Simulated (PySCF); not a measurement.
**CH5NSi (SMILES C[Si]N) at BLYP/cc-pVTZ**

What is the vertical ionisation energy of CH5NSi at BLYP/cc-pVTZ? The job is set up through a Python script.

Program for the calculation: PySCF 2.14.0.

**1. The system as given**

CH5NSi has 8 atoms, charge 0, and is taken as a singlet. As SMILES, `C[Si]N`. The shape is that of a PBE0-D4/def2-TZVP optimisation. This is one conformer, not always the lowest.

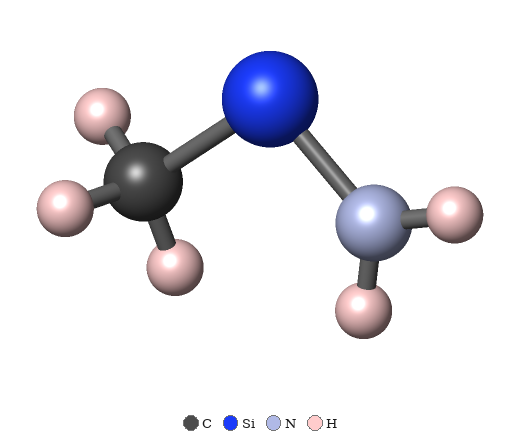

Viewed from a chosen angle; carbon dark grey, silicon blue, nitrogen light blue, hydrogen pink.

**2. A single-point energy at BLYP/cc-pVTZ**

Contents of input.py:

```python
# C[Si]N
from pyscf import gto, dft

mol = gto.M(
    atom='''
C     -1.247219     1.558457    -1.043318
Si     1.821318     1.235503     0.808236
N      1.761603    -1.954733     1.305234
H     -1.939615    -0.192374    -1.897852
H     -1.062971     2.992192    -2.521084
H     -2.704954     2.258223     0.256814
H      3.120316    -2.838180     2.305655
H      0.425566    -3.166614     0.680868
''',
    verbose=3,
    basis='cc-pvtz',
    unit='bohr',
    charge=0,
    max_memory=1860,
    spin=0,
)

mf = dft.RKS(mol, xc='blyp')
mf.conv_tol = 1e-10
mf.grids.level = 4
mf.kernel()
if not mf.converged:
    mf = mf.newton().run(mf.mo_coeff, mf.mo_occ)

e_final = mf.e_tot
print('E = %.10f Eh' % e_final)
```

On the command line:

```bash
$ OMP_NUM_THREADS=1 python input.py
```

The log of the run:

```text
converged SCF energy = -385.362753816847
E = -385.3627538168 Eh
```

Wall time 26 s (1 thread of Arm Neoverse V2, shared host); peak memory 1.2 GiB.

**3. The doublet cation at the same level**

Contents of job.py:

```python
from pyscf import gto, dft

mol = gto.Mole()
mol.atom = '''
C       -0.660000       0.824700      -0.552100
Si       0.963800       0.653800       0.427700
N        0.932200      -1.034400       0.690700
H       -1.026400      -0.101800      -1.004300
H       -0.562500       1.583400      -1.334100
H       -1.431400       1.195000       0.135900
H        1.651200      -1.501900       1.220100
H        0.225200      -1.675700       0.360300
'''
mol.max_memory = 1860
mol.basis = 'cc-pvtz'
mol.verbose = 4
mol.spin = 1
mol.charge = 1
mol.build()

mf = dft.UKS(mol, xc='blyp')
mf.conv_tol = 1e-10
mf.grids.level = 4
mf.kernel()
if not mf.converged:
    mf = mf.newton().run(mf.mo_coeff, mf.mo_occ)

etot = mf.e_tot
print('E(%s) = %.9f' % ('BLYP', etot))
```

On the command line:

```bash
$ OMP_NUM_THREADS=1 python job.py
```

The log of the run:

```text
PySCF version 2.14.0

[... 59 lines left out ...]
WARN: HOMO -0.228614805907243 >= LUMO -0.228614805907242
[... 54 lines left out ...]
converged SCF energy = -385.066817906669  <S^2> = 0.75395468  2S+1 = 2.0039508
E(BLYP) = -385.066817907
```

Wall time 50 s (1 thread of Arm Neoverse V2, shared host); peak memory 1.3 GiB.

**4. Summary of results**

At BLYP/cc-pVTZ:

| quantity | value |
| --- | --- |
| singlet CH5NSi: total energy | -385.36275 Eh |
| singlet CH5NSi: dipole moment | 1.99 D |
| singlet CH5NSi: HOMO energy | -4.83 eV |
| singlet CH5NSi: LUMO energy | -1.71 eV |
| singlet CH5NSi: HOMO–LUMO gap | 3.12 eV |
| doublet cation: total energy | -385.06682 Eh |
| doublet cation: HOMO energy (highest over α and β) | -12.64 eV |
| doublet cation: LUMO energy (lowest over α and β) | -11.23 eV |
| doublet cation: ⟨S²⟩ | 0.754 |
| vertical ionisation energy (to the doublet cation) | 8.053 eV |

In words: The vertical ionisation energy comes to 8.05 eV (186 kcal/mol). −ε(HOMO) before ionisation, 4.83 eV, is 3.22 eV below this ionisation energy.
